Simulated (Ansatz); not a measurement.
**InH2 (SMILES [InH2]): levels of theory compared**

Wanted: a comparison of 6 runs (U-wB97M-V/STO-3G, UBLYP/STO-3G, UHSE06/STO-3G, USVWN5/STO-3G, UCCSDT(Q)/STO-3G, UCCSD(T)/STO-3G) of InH2. 

The calculation is run with Ansatz 0.2.0.

22 further runs of the same task are left out: 22 set aside as unsound or not needed.

### Step 1. The system as given

InH2: 3 atoms, total charge 0, spin state doublet. As SMILES, `[InH2]`. The H3–In1 distance was set to 4.396 Å, away from the relaxed value. At this shape a bond of the SMILES string is far longer than usual.

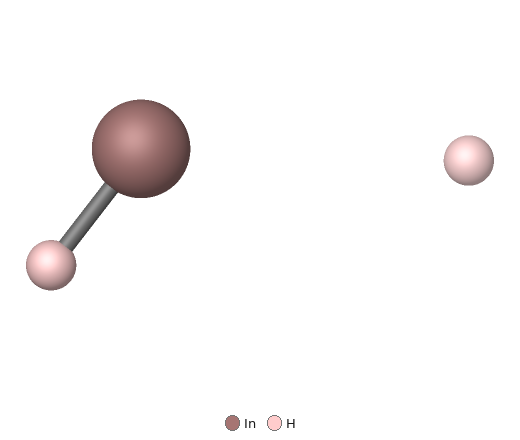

The structure, seen from a chosen angle (indium brown, hydrogen pink).

### Step 2. The energy at U-wB97M-V/STO-3G (run 1)

Input file run.yaml:

```yaml
basis:
  gaussian:
    orbitals: STO-3G
crystal:
  periodic: [false, false, false]
  atoms:
    - symbol: In
      position_ang: [2.591863, 0.293704, 1.401557]
    - symbol: H
      position_ang: [2.898563, 1.984504, 1.773357]
    - symbol: H
      position_ang: [-1.086900, -0.904800, -0.684700]
magnetization:
  spin_polarized: true
  initial_magnetization: 1
hamiltonian:
  xc: {name: wB97M-V}
accuracy: high
```

Launch:

```bash
$ ansatz run run.yaml --threads 1 --pin off --max-ram 2610MiB --events-out events.jsonl --progress --plain --runs-dir runs
```

Log:

```text
Warning: RAYON_NUM_THREADS=1 ignored (pool sized by the plan → 1); use --threads N
Functional definition: wB97M-V
  name "wB97M-V"
  parameter omega = 0.3/bohr
  parameter cx = 0.15
  parameter cx01 = 1.007
  parameter cx10 = 0.259
  parameter css00 = 0.443
  parameter css04 = -1.437
  parameter css10 = -4.535
  parameter css20 = -3.390
  parameter css43 = 4.278
  parameter cos00 = 1.000
  parameter cos10 = 1.358
  parameter cos20 = 2.924
  parameter cos21 = -8.812
  parameter cos60 = -1.390
  parameter cos61 = 9.142
  parameter b = 6.0
  parameter c = 0.01
  gx(w, u) = 1 - cx + cx01*u + cx10*w
  gss(w, u) = css00 + css04*u^4 + css10*w + css20*w^2 + css43*w^4*u^3
  gos(w, u) = cos00 + cos10*w + (cos20 + cos21*u)*w^2 + (cos60 + cos61*u)*w^6
  exchange = spin_sum(e_x_unif_sr(omega)*gx(b97_w, b97_u_x)) + cx*exact_x_sr(omega) + exact_x_lr(omega)
  correlation = spin_sum(e_c_pw_mod_same_spin*gss(b97_w, b97_u_same))
      + integral(e_c_pw_mod_opposite_spin*gos(b97_w_opposite, b97_u_opposite)) + vv10(b, c)
489 factors; integrals over basis functions are off by at most 3.2e-8 eV
100 factors; integrals over basis functions are off by at most 8.4e-10 eV
mean field evaluation 1: about -154713.0873 eV, gradient 4.6e0 eV
mean field evaluation 2: about -154706.6224 eV, gradient 5.3e0 eV
mean field evaluation 4: about -154719.7367 eV, gradient 7.2e0 eV
mean field evaluation 8: about -154721.9687 eV, gradient 2.3e-1 eV
mean field evaluation 16: about -154721.9704 eV, gradient 9.7e-4 eV
mean field evaluation 32: about -154721.9704 eV, gradient 8.9e-8 eV
mean field -154721.97037339 eV, -5685.9275369038 hartree, gradient 8.9e-8 eV, S^2 0.750002; 2 other end points of the search recorded, 0 dependent functions left out
reference -154721.97037625 eV, -5685.9275370091 hartree; 26, 25 occupied and 3, 4 virtual orbitals, 489 factors
Total energy: -154721.97037625 eV, -5685.9275370091 hartree
```

Wall time 21 s (1 thread of Arm Neoverse V2, shared host); peak memory 0.42 GiB.

### Step 3. A single-point energy at UBLYP/STO-3G (run 2)

Input file in.yaml:

```yaml
basis:
  gaussian:
    orbitals: STO-3G
crystal:
  periodic: [false, false, false]
  atoms:
    - symbol: In
      position_ang: [2.591863, 0.293704, 1.401557]
    - symbol: H
      position_ang: [2.898563, 1.984504, 1.773357]
    - symbol: H
      position_ang: [-1.086900, -0.904800, -0.684700]
magnetization:
  spin_polarized: true
  initial_magnetization: 1
hamiltonian:
  xc: {name: BLYP}
accuracy: high
```

Launch:

```bash
$ ansatz run in.yaml --threads 1 --pin off --max-ram 2610MiB --events-out events.jsonl --progress --plain --runs-dir runs
```

Log, cut to the lines that bear on the results:

```text
Warning: RAYON_NUM_THREADS=1 ignored (pool sized by the plan → 1); use --threads N
Functional definition: BLYP
  name "BLYP"
[...]
489 factors; integrals over basis functions are off by at most 3.2e-8 eV
[...]
mean field -154715.10867228 eV, -5685.6753740392 hartree, gradient 2.2e-8 eV, S^2 0.750040; 10 other end points of the search recorded, 0 dependent functions left out
reference -154715.10871457 eV, -5685.6753755931 hartree; 26, 25 occupied and 3, 4 virtual orbitals, 489 factors
Total energy: -154715.10871457 eV, -5685.6753755931 hartree
```

It took 7.8 s on 1 thread of Arm Neoverse V2, shared host; peak memory 0.11 GiB.

### Step 4. The energy at UHSE06/STO-3G (run 3)

Input file in.yaml:

```yaml
crystal:
  periodic: [false, false, false]
  atoms:
    - {symbol: In, position_ang: [2.591863, 0.293704, 1.401557]}
    - {symbol: H, position_ang: [2.898563, 1.984504, 1.773357]}
    - {symbol: H, position_ang: [-1.086900, -0.904800, -0.684700]}
basis:
  gaussian: {orbitals: STO-3G}
hamiltonian: {xc: hse06}
accuracy: high
magnetization: {spin_polarized: true, initial_magnetization: 1}
```

Launch:

```bash
$ ansatz run in.yaml --threads 1 --pin off --max-ram 2610MiB --events-out events.jsonl --progress --plain --runs-dir runs
```

Log:

```text
Warning: RAYON_NUM_THREADS=1 ignored (pool sized by the plan → 1); use --threads N
Functional definition: HSE06
  name "HSE06"
  parameter a = 0.25
  parameter omega = 0.11/bohr
  exchange = pbe_x - a*pbe_x_sr(omega) + a*exact_x_sr(omega)
  correlation = pbe_c
489 factors; integrals over basis functions are off by at most 3.2e-8 eV
43 factors; integrals over basis functions are off by at most 9.8e-10 eV
mean field evaluation 1: about -154702.5917 eV, gradient 8.2e0 eV
mean field evaluation 2: about -154696.3819 eV, gradient 8.0e0 eV
mean field evaluation 4: about -154712.1430 eV, gradient 6.2e-1 eV
mean field evaluation 8: about -154712.1474 eV, gradient 8.9e-3 eV
mean field evaluation 16: about -154712.1474 eV, gradient 5.3e-6 eV
mean field -154712.14741030 eV, -5685.5665496685 hartree, gradient 3.4e-8 eV, S^2 0.750004; 2 other end points of the search recorded, 0 dependent functions left out
reference -154712.14741254 eV, -5685.5665497510 hartree; 26, 25 occupied and 3, 4 virtual orbitals, 489 factors
Total energy: -154712.14741254 eV, -5685.5665497510 hartree
```

Wall time 2.5 s (1 thread of Arm Neoverse V2, shared host); peak memory 0.13 GiB.

Runs 4 to 5 aren't shown in full; the table further down has their settings and results.

### Step 5. A single-point energy at UCCSD(T)/STO-3G (run 6)

Input file job.yaml:

```yaml
crystal:
  periodic: [false, false, false]
  atoms:
    - {symbol: In, position_ang: [2.591863, 0.293704, 1.401557]}
    - {symbol: H, position_ang: [2.898563, 1.984504, 1.773357]}
    - {symbol: H, position_ang: [-1.086900, -0.904800, -0.684700]}
basis:
  gaussian:
    orbitals: STO-3G
accuracy: high
scf:
  omitted_lower_state_checks: [cluster_reference, increment]
correlation:
  method: ccsd_t
  frozen_orbitals: {H: 0, In: 18}
magnetization:
  spin_polarized: true
  initial_magnetization: 1
```

Launch:

```bash
$ ansatz run job.yaml --threads 1 --pin off --max-ram 2610MiB --events-out events.jsonl --progress --plain --runs-dir runs
```

Log:

```text
Warning: RAYON_NUM_THREADS=1 ignored (pool sized by the plan → 1); use --threads N
[... 17 lines left out ...]
18 core orbitals not correlated: weight in the atoms' cores, before any rotation towards them, 1.000 or more for the frozen orbitals, at most 0.000 for the correlated occupied ones
[... 28 lines left out ...]
Total energy: -154666.45181118 eV, -5683.8872673745 hartree
Checks for a lower state left out: cluster_reference, increment
```

Wall time 2.4 s (1 thread of Arm Neoverse V2, shared host); peak memory 0.092 GiB.

### Step 6. All runs side by side

```csv
run,level,frozen core orbitals,energy (Eh),⟨S²⟩,wall time
1,U-wB97M-V/STO-3G,–,-5685.927537,0.750,21 s
2,UBLYP/STO-3G,–,-5685.675376,0.750,7.8 s
3,UHSE06/STO-3G,–,-5685.566550,0.750,2.5 s
4,USVWN5/STO-3G,–,-5680.157669,0.750,3 s
5,UCCSDT(Q)/STO-3G,18,-5683.887328,0.853,4.5 s
6,UCCSD(T)/STO-3G,18,-5683.887267,0.853,2.4 s
```

### Step 7. Outcome

| quantity | value |
| --- | --- |
| run 6: total energy | -5683.88727 Eh |
| run 6: correlation energy (18 core orbitals frozen) | -42.6 mEh |
| run 6: (T) correction | -0.08 mEh |
| run 6: ⟨S²⟩ of the reference determinant | 0.853 |
| run 6: T1 diagnostic | 0.037 |

What this shows: Totals of different functionals can't be ranked against each other. In runs 1, 2, 3, 4, 5, 6 the basis is minimal, so the values are rough. In runs 1, 2, 3, 4, 5, 6 relativity is left out where basis or elements ask for it. Spin contamination of the reference: run 5 ⟨S²⟩ = 0.85, run 6 ⟨S²⟩ = 0.85. All runs together took 41 s, the longest 21 s.
